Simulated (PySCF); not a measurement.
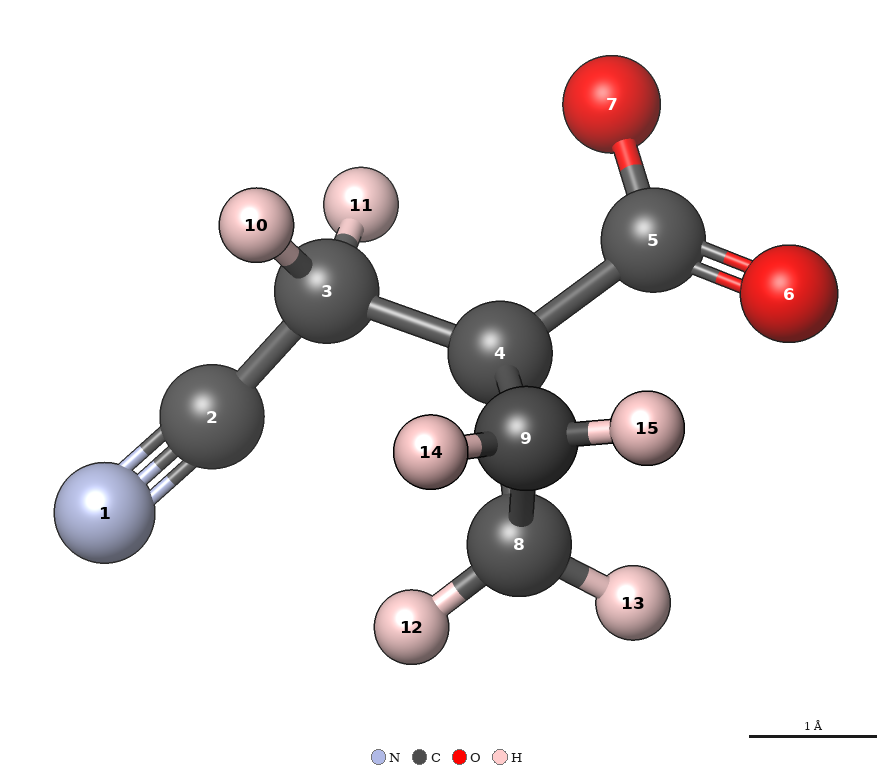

Atoms carry their numbers in the input. The species has charge −1 and is a spin singlet. Geometry: a frame of a GFN2-xTB molecular-dynamics simulation, not a minimum.

Give the bond lengths.

| bond | length (Å) | order |
| --- | --- | --- |
| N1–C2 | 1.147 | triple |
| C2–C3 | 1.391 | single |
| C3–C4 | 1.534 | single |
| C3–H10 | 1.128 | single |
| C3–H11 | 1.051 | single |
| C4–C5 | 1.554 | single |
| C4–C8 | 1.523 | single |
| C4–C9 | 1.519 | single |
| C5–O6 | 1.199 | double |
| C5–O7 | 1.256 | single |
| C8–C9 | 1.531 | single |
| C8–H12 | 1.091 | single |
| C8–H13 | 1.069 | single |
| C9–H14 | 1.043 | single |
| C9–H15 | 1.067 | single |
